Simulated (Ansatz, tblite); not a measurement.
# The cluster Cu5H6: one state, many levels

Aim: run the doublet of the cluster Cu5H6 at one geometry on many levels, and compare frontier levels, spin and run time.

The runs use Ansatz 0.2.0, Gaussian basis; as each input shows.

The runs, in order: GFN1-xTB, GFN2-xTB, PBE-D4/def2-TZVP, r2SCAN-D4/def2-TZVP, BLYP-D4/def2-TZVP, PBE-D4/def2-SVP, PBE0-D4/def2-SVP, HF/STO-3G, MP2/def2-TZVP, RPA/def2-TZVP.

9 further runs of the same task are left out: 5 that didn't finish, 4 set aside as unsound or not needed. Runs told in other sessions of the task aren't counted.

### Step 1. The geometry

The doublet was relaxed beforehand with r2SCAN-D4/def2-SVP. At that level it is the lowest of the isomers that a small search found.

11 atoms, charge 0, spin multiplicity 2.

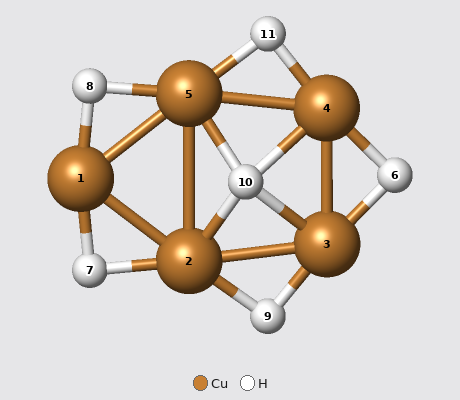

The structure; copper orange, hydrogen white; atoms are numbered from 1 in the order of the file.

Coordinates:

```csv
atom,x (Å),y (Å),z (Å)
Cu1,-2.1878,-0.8670,0.5907
Cu2,0.0239,-1.5240,0.2830
Cu3,2.0178,-0.4555,-0.3251
Cu4,1.0954,1.6731,-0.5723
Cu5,-1.1026,1.1071,0.0081
H6,2.5908,1.0231,-0.7292
H7,-1.4341,-2.2717,0.6627
H8,-2.6700,0.6431,0.4028
H9,1.5932,-1.9798,-0.0737
H10,0.3803,0.2016,0.3406
H11,-0.3069,2.4499,-0.5876
```

No spin-orbit coupling is included.

PBE0-D4/def2-TZVP was run before; its log isn't repeated, and its numbers join the tables.

### Step 2. GFN1-xTB

Tight binding, by tblite at 300 K electronic temperature and without a spin-polarisation term:

```python
tblite.interface.Calculator('GFN1-xTB', numbers, positions, charge=0, uhf=1).singlepoint()
```

Energy -703.3783 eV; 0.01 s.

### Step 3. GFN2-xTB

Tight binding, by tblite at 300 K electronic temperature and without a spin-polarisation term:

```python
tblite.interface.Calculator('GFN2-xTB', numbers, positions, charge=0, uhf=1).singlepoint()
```

Energy -616.3313 eV; 0.019 s.

### Step 4. PBE-D4/def2-TZVP

start.molden holds the orbitals of an earlier run on this state, given as this run's starting guess.

Contents of in.yaml:

```yaml
crystal:
  periodic: [false, false, false]
  atoms:
    - {symbol: Cu, position_ang: [-2.187821, -0.867033, 0.590668]}
    - {symbol: Cu, position_ang: [0.023897, -1.523986, 0.283041]}
    - {symbol: Cu, position_ang: [2.017806, -0.455494, -0.325062]}
    - {symbol: Cu, position_ang: [1.095448, 1.673098, -0.572332]}
    - {symbol: Cu, position_ang: [-1.102559, 1.107114, 0.008146]}
    - {symbol: H, position_ang: [2.590822, 1.023149, -0.729168]}
    - {symbol: H, position_ang: [-1.434100, -2.271675, 0.662695]}
    - {symbol: H, position_ang: [-2.670043, 0.643055, 0.402809]}
    - {symbol: H, position_ang: [1.593187, -1.979752, -0.073732]}
    - {symbol: H, position_ang: [0.380255, 0.201603, 0.340574]}
    - {symbol: H, position_ang: [-0.306894, 2.449911, -0.587631]}
basis:
  gaussian: {orbitals: def2-TZVP, initial_orbitals: start.molden}
magnetization: {spin_polarized: true, initial_magnetization: 1}
hamiltonian: {xc: pbe, dispersion: d4}
scf: {omitted_lower_state_checks: [starts]}
output: {forces: true, orbitals: {seedname: orbitals}}
```

Run with:

```bash
ansatz run in.yaml --threads 4 --pin off --events-out ev --progress --plain --max-ram 4787MiB
```

The log of the run, shortened:

```text
Functional definition: PBE
  name "PBE"
  cite "Perdew, Burke & Ernzerhof, Phys. Rev. Lett. 77, 3865 (1996) doi:10.1103/PhysRevLett.77.3865"
  parent pbe
[...]
2529 factors; their error is unknown
[...]
mean field -223272.65747249 eV, -8205.1188224712 hartree, gradient 4.7e-5 eV, S^2 0.751185; 0 other end points of the search recorded, 0 dependent functions left out
[...]
reference -223272.65753299 eV, -8205.1188246946 hartree; 76, 75 occupied and 185, 186 virtual orbitals, 2529 factors
Total energy: -223273.09451986 eV, -8205.1348836659 hartree
Atom 0 at    -2.187821    -0.867033     0.590668 Å, force    -0.484184    -0.193333     0.135793 eV/Å
Atom 1 at     0.023897    -1.523986     0.283041 Å, force     0.098325    -0.514848     0.106630 eV/Å
Atom 2 at     2.017806    -0.455494    -0.325062 Å, force     0.481861    -0.175405    -0.060443 eV/Å
Atom 3 at     1.095448     1.673098    -0.572332 Å, force     0.215177     0.455158    -0.139784 eV/Å
Atom 4 at    -1.102559     1.107114     0.008146 Å, force    -0.299247     0.434684     0.003351 eV/Å
Atom 5 at     2.590822     1.023149    -0.729168 Å, force     0.066791     0.030147    -0.007786 eV/Å
Atom 6 at    -1.434100    -2.271675     0.662695 Å, force     0.009912    -0.086446     0.013744 eV/Å
Atom 7 at    -2.670043     0.643055     0.402809 Å, force    -0.053873     0.066708    -0.006358 eV/Å
Atom 8 at     1.593187    -1.979752    -0.073732 Å, force     0.017710    -0.062733     0.026414 eV/Å
Atom 9 at     0.380255     0.201603     0.340574 Å, force    -0.021033    -0.017344    -0.090270 eV/Å
Atom 10 at    -0.306894     2.449911    -0.587631 Å, force    -0.031438     0.063412     0.018708 eV/Å
Dipole moment:    -0.015943    -0.002871     0.038088 e Å
Checks for a lower state left out: starts
```

It took 9.5 s on 4 threads of AMD EPYC 7B13, shared host; peak memory 0.71 GiB.

Report: HOMO -4.85 eV, LUMO -4.52 eV (over both spins); ⟨S²⟩ 0.751 (pure: 0.75).

### Step 5. r2SCAN-D4/def2-TZVP

in.yaml: that of step 4 with these lines changed.

```diff
@@ -17,4 +17,4 @@
 magnetization: {spin_polarized: true, initial_magnetization: 1}
-hamiltonian: {xc: pbe, dispersion: d4}
+hamiltonian: {xc: r2scan, dispersion: d4}
 scf: {omitted_lower_state_checks: [starts]}
-output: {forces: true, orbitals: {seedname: orbitals}}
+output: {orbitals: {seedname: orbitals}}
```

The command is unchanged.

The log of the run:

```text
Functional definition: r2SCAN
  name "r2SCAN"
  cite "Furness, Kaplan, Ning, Perdew & Sun, J. Phys. Chem. Lett. 11, 8208 (2020) doi:10.1021/acs.jpclett.0c02405"
  cite "Furness, Kaplan, Ning, Perdew & Sun, J. Phys. Chem. Lett. 11, 9248 (2020) doi:10.1021/acs.jpclett.0c03077"
  parent r2scan
  parameter k0 = 0.174
  parameter k1 = 0.065
  parameter a1 = 4.9479
  exchange = r2scan_x(k0 = k0, k1 = k1, a1 = a1)
  correlation = r2scan_c
these checks for a lower state are left out or cut short: starts
2529 factors; their error is unknown
mean field evaluation 1: about -223304.3608 eV, gradient 7.8e0 eV
mean field evaluation 2: about -223304.5921 eV, gradient 3.5e-1 eV
mean field evaluation 4: about -223304.4642 eV, gradient 4.5e-2 eV
mean field -223304.46423386 eV, -8206.2876993921 hartree, gradient 5.2e-5 eV, S^2 0.753157; 0 other end points of the search recorded, 0 dependent functions left out
reference -223304.46427064 eV, -8206.2877007438 hartree; 76, 75 occupied and 185, 186 virtual orbitals, 2529 factors
Total energy: -223304.56011923 eV, -8206.2912231147 hartree
Checks for a lower state left out: starts
```

Run time: 21 s. Hardware: 4 threads of AMD EPYC 7B13, shared host; peak memory 0.86 GiB.

HOMO -4.95 eV, LUMO -4.43 eV (over both spins); ⟨S²⟩ 0.753 (pure: 0.75).

### Step 6. BLYP-D4/def2-TZVP

in.yaml: that of step 5 with these lines changed.

```diff
@@ -17,3 +17,3 @@
 magnetization: {spin_polarized: true, initial_magnetization: 1}
-hamiltonian: {xc: r2scan, dispersion: d4}
+hamiltonian: {xc: {name: BLYP}, dispersion: d4}
 scf: {omitted_lower_state_checks: [starts]}
```

Launched as before.

The log of the run:

```text
Functional definition: BLYP
  name "BLYP"
  cite "Becke, Phys. Rev. A 38, 3098 (1988) doi:10.1103/PhysRevA.38.3098"
  cite "Lee, Yang & Parr, Phys. Rev. B 37, 785 (1988) doi:10.1103/PhysRevB.37.785"
  parameter beta = 0.0042
  parameter a = 0.04918
  parameter b = 0.132
  parameter c = 0.2533
  parameter d = 0.349
  exchange = b88_x(beta = beta)
  correlation = lyp_c(a = a, b = b, c = c, d = d)
these checks for a lower state are left out or cut short: starts
2529 factors; their error is unknown
mean field evaluation 1: about -223317.8232 eV, gradient 1.3e1 eV
mean field evaluation 2: about -223318.3968 eV, gradient 5.8e-1 eV
mean field evaluation 4: about -223318.2583 eV, gradient 5.7e-2 eV
mean field -223318.25829951 eV, -8206.7946219549 hartree, gradient 4.4e-5 eV, S^2 0.751085; 0 other end points of the search recorded, 0 dependent functions left out
reference -223318.25868152 eV, -8206.7946359934 hartree; 76, 75 occupied and 185, 186 virtual orbitals, 2529 factors
Total energy: -223319.17630040 eV, -8206.8283578653 hartree
Checks for a lower state left out: starts
```

Run time: 10 s. Hardware: 4 threads of AMD EPYC 7B13, shared host; peak memory 0.71 GiB.

HOMO -4.76 eV, LUMO -4.45 eV (over both spins); ⟨S²⟩ 0.751 (pure: 0.75).

### Step 7. PBE-D4/def2-SVP

in.yaml: that of step 6 with these lines changed.

```diff
@@ -15,5 +15,5 @@
 basis:
-  gaussian: {orbitals: def2-TZVP, initial_orbitals: start.molden}
+  gaussian: {orbitals: def2-SVP, initial_orbitals: start.molden}
 magnetization: {spin_polarized: true, initial_magnetization: 1}
-hamiltonian: {xc: {name: BLYP}, dispersion: d4}
+hamiltonian: {xc: pbe, dispersion: d4}
 scf: {omitted_lower_state_checks: [starts]}
```

Same command.

The log of the run:

```text
Functional definition: PBE
  name "PBE"
  cite "Perdew, Burke & Ernzerhof, Phys. Rev. Lett. 77, 3865 (1996) doi:10.1103/PhysRevLett.77.3865"
  parent pbe
  parameter kappa = 0.804
  parameter beta = 0.06672455060314922
  exchange = pbe_x(kappa = kappa, mu = beta*pi^2/3)
  correlation = pbe_c(beta = beta)
these checks for a lower state are left out or cut short: starts
2268 factors; their error is unknown
mean field evaluation 1: about -223237.9953 eV, gradient 1.1e1 eV
mean field evaluation 2: about -223238.5896 eV, gradient 6.9e-1 eV
mean field evaluation 4: about -223238.4935 eV, gradient 2.5e-1 eV
mean field evaluation 8: about -223238.4936 eV, gradient 2.4e-5 eV
mean field -223238.49364557 eV, -8203.8633249890 hartree, gradient 2.4e-5 eV, S^2 0.750982; 0 other end points of the search recorded, 0 dependent functions left out
reference -223238.49371382 eV, -8203.8633274969 hartree; 76, 75 occupied and 109, 110 virtual orbitals, 2268 factors
Total energy: -223238.93070069 eV, -8203.8793864682 hartree
Checks for a lower state left out: starts
```

It took 6 s on 4 threads of AMD EPYC 7B13, shared host.

Report: HOMO -4.51 eV, LUMO -4.19 eV (over both spins); ⟨S²⟩ 0.751 (pure: 0.75).

### Step 8. PBE0-D4/def2-SVP

in.yaml: that of step 7 with these lines changed.

```diff
@@ -17,3 +17,3 @@
 magnetization: {spin_polarized: true, initial_magnetization: 1}
-hamiltonian: {xc: pbe, dispersion: d4}
+hamiltonian: {xc: pbe0, dispersion: d4}
 scf: {omitted_lower_state_checks: [starts]}
```

Launched as before.

The log of the run:

```text
Functional definition: PBE0
  name "PBE0"
  cite "Adamo & Barone, J. Chem. Phys. 110, 6158 (1999) doi:10.1063/1.478522"
  cite "Perdew, Burke & Ernzerhof, Phys. Rev. Lett. 77, 3865 (1996) doi:10.1103/PhysRevLett.77.3865"
  parent pbe
  parameter a = 0.25
  parameter kappa = 0.804
  parameter beta = 0.06672455060314922
  exchange = (1 - a)*pbe_x(kappa = kappa, mu = beta*pi^2/3) + a*exact_x
  correlation = pbe_c(beta = beta)
these checks for a lower state are left out or cut short: starts
2052 factors; integrals over basis functions are off by at most 1.4e-3 eV
mean field evaluation 1: about -223237.4162 eV, gradient 1.5e1 eV
mean field evaluation 2: about -223238.0976 eV, gradient 7.1e-1 eV
mean field evaluation 4: about -223238.4524 eV, gradient 5.4e-3 eV
mean field -223238.45242708 eV, -8203.8618102373 hartree, gradient 2.5e-5 eV, S^2 0.755327; 0 other end points of the search recorded, 0 dependent functions left out
reference -223238.45248349 eV, -8203.8618123103 hartree; 76, 75 occupied and 109, 110 virtual orbitals, 2052 factors
Total energy: -223238.82848073 eV, -8203.8756299541 hartree
Checks for a lower state left out: starts
```

Run time: 11 s. Hardware: 4 threads of AMD EPYC 7B13, shared host; peak memory 1.1 GiB.

Report: HOMO -5.73 eV, LUMO -3.70 eV (over both spins); ⟨S²⟩ 0.755 (pure: 0.75).

### Step 9. HF/STO-3G

in.yaml: that of step 8 with these lines changed.

```diff
@@ -15,5 +15,5 @@
 basis:
-  gaussian: {orbitals: def2-SVP, initial_orbitals: start.molden}
+  gaussian: {orbitals: STO-3G}
 magnetization: {spin_polarized: true, initial_magnetization: 1}
-hamiltonian: {xc: pbe0, dispersion: d4}
+hamiltonian: {xc: hf}
 scf: {omitted_lower_state_checks: [starts]}
```

Launched as before.

The log of the run:

```text
Functional definition: HF
  name "HF"
  cite "Fock, Z. Phys. 61, 126 (1930) doi:10.1007/BF01340294"
  parent pbe
  exchange = exact_x
  correlation = 0
these checks for a lower state are left out or cut short: starts
871 factors; integrals over basis functions are off by at most 2.0e-3 eV
mean field evaluation 1: about -220009.9935 eV, gradient 2.6e2 eV
mean field evaluation 2: about -220010.8229 eV, gradient 2.6e2 eV
mean field evaluation 4: about -220191.8319 eV, gradient 2.4e2 eV
mean field evaluation 8: about -220245.5808 eV, gradient 1.2e2 eV
mean field evaluation 16: about -220546.7635 eV, gradient 1.1e1 eV
mean field evaluation 32: about -220559.8019 eV, gradient 7.8e-2 eV
mean field -220559.80210885 eV, -8105.4232266968 hartree, gradient 9.0e-6 eV, S^2 7.426856; 0 other end points of the search recorded, 0 dependent functions left out
reference -220559.80210885 eV, -8105.4232266968 hartree; 76, 75 occupied and 20, 21 virtual orbitals, 871 factors
Total energy: -220559.80210885 eV, -8105.4232266968 hartree
Checks for a lower state left out: starts
```

Wall time 24 s (4 threads of AMD EPYC 7B13, shared host); peak memory 0.87 GiB.

Report: HOMO -4.87 eV, LUMO 0.96 eV (over both spins); ⟨S²⟩ 7.427 (pure: 0.75). Doubts: spin contamination.

### Step 10. MP2/def2-TZVP

in.yaml: that of step 9 with these lines changed.

```diff
@@ -15,5 +15,5 @@
 basis:
-  gaussian: {orbitals: STO-3G}
+  gaussian: {orbitals: def2-TZVP, initial_orbitals: start.molden}
 magnetization: {spin_polarized: true, initial_magnetization: 1}
-hamiltonian: {xc: hf}
+correlation: {method: mp2, frozen_orbitals: {Cu: 9, H: 0}}
 scf: {omitted_lower_state_checks: [starts]}
```

Same command.

The log of the run, shortened:

```text
Functional definition: HF
  name "HF"
  cite "Fock, Z. Phys. 61, 126 (1930) doi:10.1007/BF01340294"
  parent pbe
[...]
2653 factors; integrals over basis functions are off by at most 8.1e-4 eV
[...]
mean field -223081.83946816 eV, -8198.1063901533 hartree, gradient 1.4e-6 eV, S^2 0.763773; 0 other end points of the search recorded, 0 dependent functions left out
45 core orbitals not correlated: weight in the atoms' cores, before any rotation towards them, 1.000 or more for the frozen orbitals, at most 0.000 for the correlated occupied ones
reference -223081.83946816 eV, -8198.1063901533 hartree; 31, 30 occupied and 185, 186 virtual orbitals, 2653 factors
second order -61.71947953 eV of doubles, -0.00000000 eV of singles
Total energy: -223143.55894769 eV, -8200.3745391910 hartree
Checks for a lower state left out: starts
```

It took 39 s on 4 threads of AMD EPYC 7B13, shared host; peak memory 1.7 GiB.

Hartree-Fock HOMO -8.52 eV, LUMO 0.76 eV (over both spins); ⟨S²⟩ 0.764 (pure: 0.75).

### Step 11. RPA/def2-TZVP

in.yaml: that of step 10 with these lines changed.

```diff
@@ -17,4 +17,4 @@
 magnetization: {spin_polarized: true, initial_magnetization: 1}
-correlation: {method: mp2, frozen_orbitals: {Cu: 9, H: 0}}
+hamiltonian: {xc: pbe}
+correlation: {method: rpa, frozen_orbitals: {Cu: 9, H: 0}}
 scf: {omitted_lower_state_checks: [starts]}
-output: {orbitals: {seedname: orbitals}}
```

The command is unchanged.

The log of the run, shortened:

```text
Functional definition: PBE
  name "PBE"
  cite "Perdew, Burke & Ernzerhof, Phys. Rev. Lett. 77, 3865 (1996) doi:10.1103/PhysRevLett.77.3865"
  parent pbe
[...]
2653 factors; integrals over basis functions are off by at most 8.1e-4 eV
[...]
mean field -223272.65743042 eV, -8205.1188209253 hartree, gradient 9.9e-6 eV, S^2 0.751185; 0 other end points of the search recorded, 0 dependent functions left out
45 core orbitals not correlated: weight in the atoms' cores, before any rotation towards them, 1.000 or more for the frozen orbitals, at most 0.000 for the correlated occupied ones
reference -223073.89955492 eV, -8197.8146037235 hartree; 31, 30 occupied and 185, 186 virtual orbitals, 2653 factors
Total energy: -223155.22270429 eV, -8200.8031743399 hartree
Checks for a lower state left out: starts
```

It took 28 s on 4 threads of AMD EPYC 7B13, shared host; peak memory 1.2 GiB.

Report: ⟨S²⟩ 0.751 (pure: 0.75).

### Step 12. Levels side by side

```csv
level,functions,HOMO (eV),LUMO (eV),gap (eV),⟨S²⟩,time
HF/STO-3G,96,-4.87,0.96,5.83,7.427,24 s
PBE-D4/def2-SVP,185,-4.51,-4.19,0.33,0.751,6 s
PBE-D4/def2-TZVP,261,-4.85,-4.52,0.33,0.751,9.5 s
BLYP-D4/def2-TZVP,261,-4.76,-4.45,0.32,0.751,10 s
r2SCAN-D4/def2-TZVP,261,-4.95,-4.43,0.53,0.753,21 s
PBE0-D4/def2-SVP,185,-5.73,-3.70,2.04,0.755,11 s
PBE0-D4/def2-TZVP,261,-6.00,-3.97,2.02,0.756,19 s
```

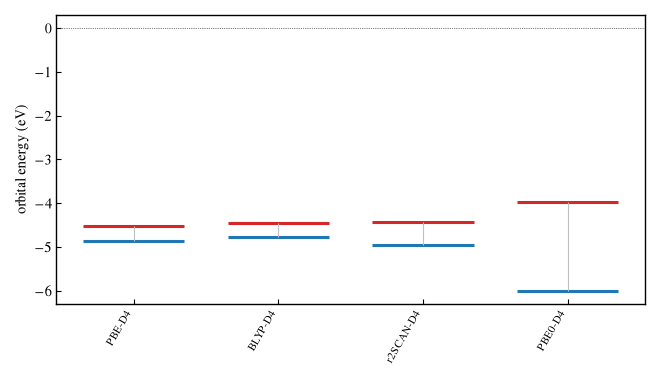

Highest filled (blue) and lowest empty (red) level in def2-TZVP, over both spins.

Energy pieces by basis (eV):

```csv
basis,HF,MP2 correlation,total
def2-TZVP,-223081.8395,-61.7195,-223143.5589 (MP2)
```

### Step 13. Binding energy

Free atoms were run apart at each level; binding is atoms less cluster, divided by the number of atoms, without zero-point or spin-orbit terms.

```csv
level,binding an atom (eV)
HF/def2-TZVP,1.217
PBE-D4/def2-SVP,2.507
PBE-D4/def2-TZVP,2.263
BLYP-D4/def2-TZVP,2.195
r2SCAN-D4/def2-TZVP,2.353
PBE0-D4/def2-SVP,2.298
PBE0-D4/def2-TZVP,2.120
MP2/def2-TZVP,1.858
```

### Step 14. What came out

```
                                                  quantity                                  value
 gap in def2-TZVP, named functionals, smallest and largest   0.32 eV (BLYP-D4), 2.02 eV (PBE0-D4)
                         correlation energy, MP2/def2-TZVP                              -61.72 eV
                 binding an atom, functionals in def2-TZVP  2.12 (PBE0-D4) to 2.35 eV (r2SCAN-D4)
⟨S²⟩ in def2-TZVP, named functionals, smallest and largest                           0.751, 0.756
           PBE0 total energy, smallest basis above largest         32.88 eV (def2-SVP, def2-TZVP)
```

What this shows: Orbital gaps of the named functionals in def2-TZVP span 0.32 eV (BLYP-D4) to 2.02 eV (PBE0-D4); exact exchange widens it. Over the named functionals in def2-TZVP spin contamination reaches 0.01 (PBE0-D4), which is small.

The slowest run with a step of its own, MP2/def2-TZVP, took 39 s; the quickest functional in def2-TZVP took 9.5 s (shared host).
